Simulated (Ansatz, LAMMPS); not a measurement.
# Elastic response of glassy 48SiO2-24B2O3-14Na2O-14MgO (mol %) (97 atoms): runs compared

How stiff is glassy 48SiO2-24B2O3-14Na2O-14MgO (mol %) (97 atoms), and how do its levels respond to strain?

Computed with Ansatz 0.2.0: Kohn-Sham DFT, LDA, PAW (set soft_2), plane waves.

**1. The cell as built**

The cell holds 97 atoms: 14 Si, 14 B, 8 Na, 4 Mg and 57 O. Cell: a = 10.570 Å, b = 10.570 Å, c = 10.570 Å, α = 90.0°, β = 90.0°, γ = 90.0°. 97 atoms (14 Si, 14 B, 8 Na, 4 Mg, 57 O) placed at random at 2.27 g/cm³, melted at 3000 K for 20 ps at fixed volume with the Buckingham and Coulomb pair potential of Guillot and Sator (Geochim. Cosmochim. Acta 71, 1249 (2007)) with the boron terms of Wang et al. (J. Non-Cryst. Solids 498, 294 (2018)). Quenched from 3000 K to 300 K at 50 K/ps and fixed volume, held 10 ps at zero pressure.

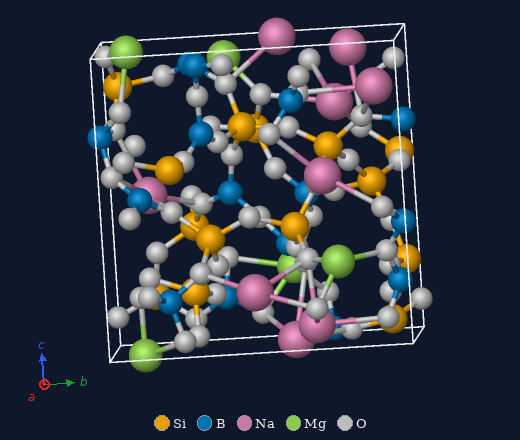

The cell as built. Bonds to atoms that aren't drawn are left out. Some periodic images of atoms are drawn too.

What the set-up can't give: The quench rate of 50 K/ps is orders of magnitude faster than experiment, which tends to freeze in extra defects. The starting topology of bonds comes from the classical model, and needn't be the one that DFT or experiment would give. Only the Γ point is sampled.

**2. The reference run**

The reference is a single point at the end of the relaxation.

Every strained cell starts from the geometry of this run, and its atoms are relaxed with the cell held.

Its input, with most atom lines left out:

```yaml
crystal:
  lattice:
    - [10.43727, 0.05754, 0.34019]
    - [0.05754, 10.25526, 0.00832]
    - [0.34019, 0.00832, 10.46761]
  atoms:
    - { symbol: Si, position: [0.51974, 0.74509, 0.62707] }
    - { symbol: Si, position: [0.47707, 0.46305, 0.72192] }
    - { symbol: Si, position: [0.29179, 0.86333, 0.48363] }
    - { symbol: Si, position: [0.24372, 0.91508, 0.03223] }
    - { symbol: Si, position: [0.44392, 0.25707, 0.17391] }
    - { symbol: Si, position: [0.42736, 0.05986, 0.87238] }
    - { symbol: Si, position: [0.14017, 0.29553, 0.38025] }
    [... atom lines 8 to 97 left out ...]
kpoints:
  mp_grid: { grid: [1, 1, 1] }
hamiltonian:
  xc: lda
scf:
  occupations: { method: fermi_dirac, width: 0.025 }
output:
  forces: true
  stress: true
  populations: true
  dos:
    method: { smearing: { sigma: 0.08 } }
    de: 0.1
    projected: { site_lists: { B: [B], Mg: [Mg], Na: [Na], O: [O], Si: [Si] } }
  eigenvalues: true
  write_density: true
  write_potential: true
  volumetric_format: npy
  elf: true
```

```
free energy per atom   : -636.1835 eV/atom
r.m.s. force component : 0.00578 eV/Å
pressure               : -0.01235 GPa
```

Filled and empty levels are parted by 3.62 eV (at Γ alone); a local or semilocal functional tends to put such gaps too low. In a disordered cell it changes from sample to sample, and tail or defect levels can set it.

**3. The runs**

Each row is one run, on 4 threads of Intel Xeon Platinum 8375C at 2.90GHz (Ice Lake), shared host. The free energy is the program's total, comparable only between runs with the same functional, potentials and atoms.

```
                                 run  atoms    outcome  ionic steps, all passes  free energy (eV)     time  host memory (GiB)
           Single point at the start     97  converged                        -        -61700.302    7.8 s                1.5
              Cell and atoms relaxed     97  converged                       37        -61709.798    5 min                1.5
Single point at the relaxed geometry     97  converged                        -        -61709.798     11 s                1.5
                         Volume -3 %     97  converged                        9        -61709.655     62 s                1.5
                         Volume +3 %     97  converged                        8        -61709.675     78 s                1.5
                         Volume -6 %     97  converged                       22        -61709.422  2.8 min                1.5
                         Volume +6 %     97  converged                       15        -61709.328    2 min                1.5
                        Volume -10 %     97  converged                       38        -61709.025  4.7 min                1.5
            Stretched by 1 % along x     97  converged                        5        -61709.760     36 s                1.5
           Compressed by 1 % along x     97  converged                        5        -61709.765     36 s                1.5
                Sheared by 2 % in xy     97  converged                        5        -61709.746     39 s                1.5
```

In some runs the program notes that the SCF threshold is loose for the stress.

**4. Pressure against volume**

Atoms are relaxed at each volume, in the scaled cell.

```
volume change (%)  volume (Å³/atom)  energy change (meV/atom)  pressure (GPa)  largest move on relaxing (Å)  bonds  gap (eV)
              -10            10.384                      7.96            2.62                          1.34    175                3.63
               -6            10.846                      3.87            2.42                          0.60    163                3.66
               -3            11.192                      1.47            1.37                          0.28    160                3.66
               +0            11.538                      0.00           -0.01                             -    159                3.62
               +3            11.884                      1.27           -1.26                          0.26    159                3.62
               +6            12.230                      4.84           -2.12                          0.58    161                3.61
```

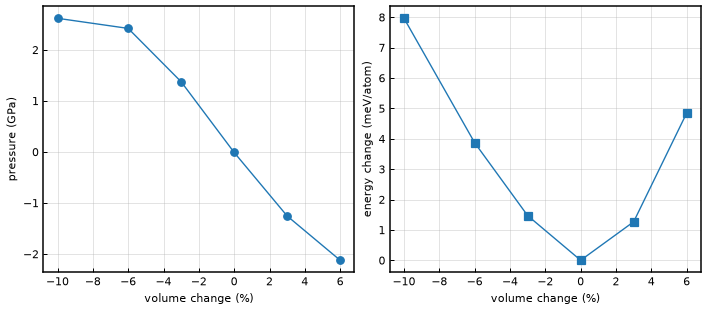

Pressure and energy against volume.

**5. Uniaxial strain and shear**

Stress (GPa, compression positive) less that of the relaxed cell, atoms relaxed:

```
                   strain      xx      yy      zz      xy  energy change (meV/atom)
 stretched by 1 % along x  -1.004  -0.189  -0.275  -0.006                      0.39
compressed by 1 % along x   1.034   0.218   0.321  -0.022                      0.34
     sheared by 2 % in xy   0.022  -0.081  -0.027  -0.635                      0.54
```

**6. Outcome**

The bulk modulus, from the slope of pressure against ln V over the three points nearest the relaxed volume, is 43.8 GPa; between neighbouring points the slope runs 4.6, 33, 45, 42 and 30 GPa from the smallest volume up, without a steady fall, so no pressure derivative is given, and the cell yields more easily when compressed beyond -6 %. The count of bonds runs from 159 to 175 over the series, so at some points contacts cross the cutoffs. At -10 %, -6 % and +6 % some atom moved by over 0.5 Å on relaxing, so those points may sit in another local minimum. The gap goes from 3.63 eV at the smallest volume to 3.61 eV at the largest, not monotonically (lowest 3.61, highest 3.66 eV), on the run's k-points. In the Cartesian axes of the cell, finite differences give C11 = 102, C12 = 20.3, C13 = 29.8 and C66 = 31.8 GPa (the shear of 2 % is the engineering strain, εxy = 0.01). The mean of C11, C12 and C13, which equals the bulk modulus in a cubic or isotropic solid, is 50.7 GPa: it lies 16 % over the bulk modulus from the volumes. For an isotropic solid C66 would equal (C11 − C12)/2 = 40.8 GPa; so small a sample needn't be isotropic, and C66 rests on one shear. With the bulk modulus and C66 as K and G, Young's modulus would be about 77 GPa and Poisson's ratio 0.21.

**Limits.** Strains are finite and relaxations stop at the force tolerance of the input, which can leave moduli too stiff; they are those of a static cell at zero temperature. Volumes are changed with the cell's shape held, so in an anisotropic solid the modulus lies over the one under free hydrostatic load. The program notes that the SCF threshold of the relaxations is loose for the stress.

The DFT runs together took 19 min of wall time.

[Logs are printed without paths, hosts, clocks, repeated set-up lines and the standing remarks that a program may print on its own settings, such as how far it seeks lower states.]

[Hosts, paths, dates, database ids (printed as entryN), source tags and the programs' standing remarks are cut or masked in the printed files.]
